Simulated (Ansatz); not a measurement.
# CClF3 (SMILES FC(F)(F)Cl): B97-D3(BJ)-ATM/6-311+G(d,p) (Cartesian d past Ne, damping of r2scan)

Aim: the energy change on altering one bond length of CClF3 at B97-D3(BJ)-ATM/6-311+G** (Cartesian d past Ne, damping of r2scan), from 2 runs. 

The calculation is run with Ansatz 0.2.0.

10 further runs of the same task are left out: 3 for a known fault of the program, 3 that didn't finish, 4 set aside as unsound or not needed.

## 1. The molecule

The species is CClF3 (5 atoms), meant as a singlet with charge 0. SMILES: `FC(F)(F)Cl`. The shape is that of a PBE0-D4/def2-TZVP optimisation.

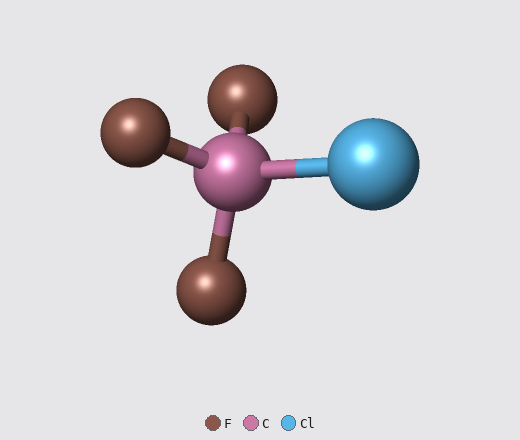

The structure, seen from a chosen angle (fluorine brown, carbon pink, chlorine blue).

## 2. Energy and gradient at B97-D3(BJ)-ATM/6-311+G(d,p) (Cartesian d past Ne, damping of r2scan)

Input file in.yaml:

```yaml
crystal:
  periodic: [false, false, false]
  atoms:
    - {symbol: F, position_ang: [0.213700, 0.019100, 1.326100]}
    - {symbol: C, position_ang: [-0.002200, -0.082500, 0.026100]}
    - {symbol: F, position_ang: [-1.249600, -0.474600, -0.167100]}
    - {symbol: F, position_ang: [0.811700, -0.999000, -0.468500]}
    - {symbol: Cl, position_ang: [0.276300, 1.463300, -0.758000]}
basis:
  gaussian: {orbitals: 6-311+G_st__st_.json}
output: {forces: true, orbitals: {seedname: orbitals}}
total_charge: 0
hamiltonian: {xc: {name: B97}, dispersion: {method: d3bjatm, functional: r2scan}}
```

The basis set 6-311+G** is read from a file made from the Basis Set Exchange's data (not shown).

The run is started by

```sh
$ ansatz run in.yaml --threads 1 --pin off --max-ram 2610MiB --events-out events.jsonl --progress --plain --runs-dir runs
```

Output:

```text
Warning: RAYON_NUM_THREADS=1 ignored (pool sized by the plan → 1); use --threads N
Functional definition: B97
  name "B97"
  parameter cx = 0.1943
  parameter cx0 = 0.8094
  parameter cx1 = 0.5073
  parameter cx2 = 0.7481
  parameter css0 = 0.1737
  parameter css1 = 2.3487
  parameter css2 = -2.4868
  parameter cos0 = 0.9454
  parameter cos1 = 0.7471
  parameter cos2 = -4.5961
  exchange = spin_sum(e_x_unif_s*poly(b97_u_x, cx0, cx1, cx2)) + cx*exact_x
  correlation = spin_sum(e_c_pw_same_spin*poly(b97_u_same, css0, css1, css2))
      + integral(e_c_pw_opposite_spin*poly(b97_u_opposite, cos0, cos1, cos2))
1014 factors; their error is unknown
mean field evaluation 1: about -21706.3881 eV, gradient 4.2e1 eV
mean field evaluation 2: about -21703.5933 eV, gradient 6.3e1 eV
mean field evaluation 4: about -21708.6455 eV, gradient 9.3e-1 eV
mean field evaluation 8: about -21708.6528 eV, gradient 1.0e-2 eV
mean field -21708.65277155 eV, -797.7782747010 hartree, gradient 4.3e-5 eV, S^2 0.000000; 0 other end points of the search recorded, 0 dependent functions left out
the calculation of the forces begins
reference -21708.65280938 eV, -797.7782760913 hartree; 25, 25 occupied and 94, 94 virtual orbitals, 1014 factors
Total energy: -21708.67127751 eV, -797.7789547826 hartree
Atom 0 at     0.213700     0.019100     1.326100 Å, force     0.084616     0.022440     0.537409 eV/Å
Atom 1 at    -0.002200    -0.082500     0.026100 Å, force    -0.004391    -0.017857     0.007864 eV/Å
Atom 2 at    -1.249600    -0.474600    -0.167100 Å, force    -0.508436    -0.177812    -0.068782 eV/Å
Atom 3 at     0.811700    -0.999000    -0.468500 Å, force     0.326380    -0.389717    -0.190822 eV/Å
Atom 4 at     0.276300     1.463300    -0.758000 Å, force     0.101831     0.562948    -0.285669 eV/Å
Dipole moment:     0.013629     0.075404    -0.038205 e Å
```

Wall time 13 s (1 thread of Arm Neoverse N1, shared host); peak memory 0.45 GiB.

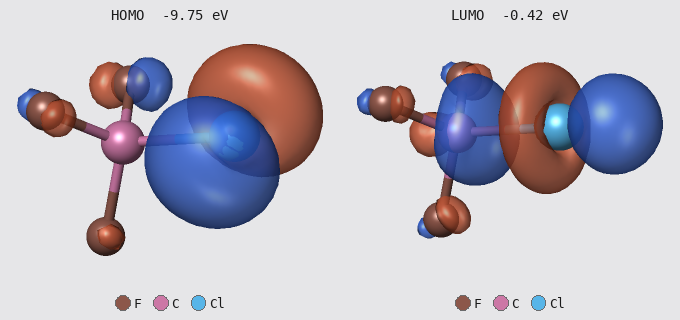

Frontier orbitals of this run, surfaces at ±0.2 Å^-3/2.

## 3. The distorted shape, same level

Edit in.yaml of step 2 so:

```diff
@@ -3,3 +3,3 @@
   atoms:
-    - {symbol: F, position_ang: [0.213700, 0.019100, 1.326100]}
+    - {symbol: F, position_ang: [0.429595, 0.120697, 2.626067]}
     - {symbol: C, position_ang: [-0.002200, -0.082500, 0.026100]}
```

The basis set 6-311+G** is read from a file made from the Basis Set Exchange's data (not shown).

The run is started by

```sh
$ ansatz run in.yaml --threads 1 --pin off --max-ram 2610MiB --events-out events.jsonl --progress --plain --runs-dir runs
```

Output, shortened:

```text
Warning: RAYON_NUM_THREADS=1 ignored (pool sized by the plan → 1); use --threads N
[... 2 set-up lines as earlier in the session ...]
[...]
      + integral(e_c_pw_opposite_spin*poly(b97_u_opposite, cos0, cos1, cos2))
1014 factors; their error is unknown
[...]
mean field -21703.85839572 eV, -797.6020846393 hartree, gradient 2.1e-5 eV, S^2 0.000000; 0 other end points of the search recorded, 0 dependent functions left out
[...]
reference -21703.85843854 eV, -797.6020862126 hartree; 25, 25 occupied and 94, 94 virtual orbitals, 1014 factors
Total energy: -21703.87812630 eV, -797.6028097245 hartree
Atom 0 at     0.429595     0.120697     2.626067 Å, force    -0.383199    -0.188002    -2.294183 eV/Å
Atom 1 at    -0.002200    -0.082500     0.026100 Å, force    -0.417865    -0.335921    -2.267518 eV/Å
Atom 2 at    -1.249600    -0.474600    -0.167100 Å, force     1.047901     0.228283     1.516063 eV/Å
Atom 3 at     0.811700    -0.999000    -0.468500 Å, force    -0.366226     0.588447     1.722651 eV/Å
Atom 4 at     0.276300     1.463300    -0.758000 Å, force     0.119390    -0.292806     1.322987 eV/Å
Dipole moment:    -0.132847     0.126680    -1.129180 e Å
```

Wall time 14 s (1 thread of Arm Neoverse N1, shared host); peak memory 0.45 GiB.

## 4. What came out

At B97-D3(BJ)-ATM/6-311+G** (Cartesian d past Ne, damping of r2scan):

```
                                                         quantity          value
                                        first shape: total energy  -797.77895 Eh
                                       first shape: dipole moment         0.41 D
                                         first shape: HOMO energy       -9.75 eV
                                         first shape: LUMO energy       -0.42 eV
                                       first shape: HOMO–LUMO gap        9.33 eV
                                   first shape: dispersion energy   -1.78 kJ/mol
                            first shape: largest force on an atom     0.639 eV/Å
                                    distorted shape: total energy  -797.60281 Eh
                                   distorted shape: dipole moment         5.49 D
                                     distorted shape: HOMO energy       -8.83 eV
                                     distorted shape: LUMO energy       -6.28 eV
                                   distorted shape: HOMO–LUMO gap        2.55 eV
                               distorted shape: dispersion energy   -1.90 kJ/mol
                        distorted shape: largest force on an atom     2.334 eV/Å
energy change with the F1–C2 bond stretched from 1.322 to 2.643 Å       4.793 eV
```

What this shows: One bond (distorted shape) is far stretched, which a spin-restricted single reference describes badly; a broken-symmetry solution may lie lower. With the F1–C2 bond stretched from 1.322 to 2.643 Å the energy rises by 4.79 eV (111 kcal/mol). The first shape isn't relaxed at this level, so the change isn't measured from a minimum. A restricted reference can't describe the breaking bond well at this length. The largest force (first shape) is 0.64 eV/Å: the shape isn't a stationary point for this species at this level. Mulliken charges (first shape) run from -0.08 on C2 to +0.21 on Cl5; in a basis this large or diffuse they mean little. Mulliken charges (distorted shape) run from -0.38 on F1 to +0.36 on Cl5; in a basis this large or diffuse they mean little.
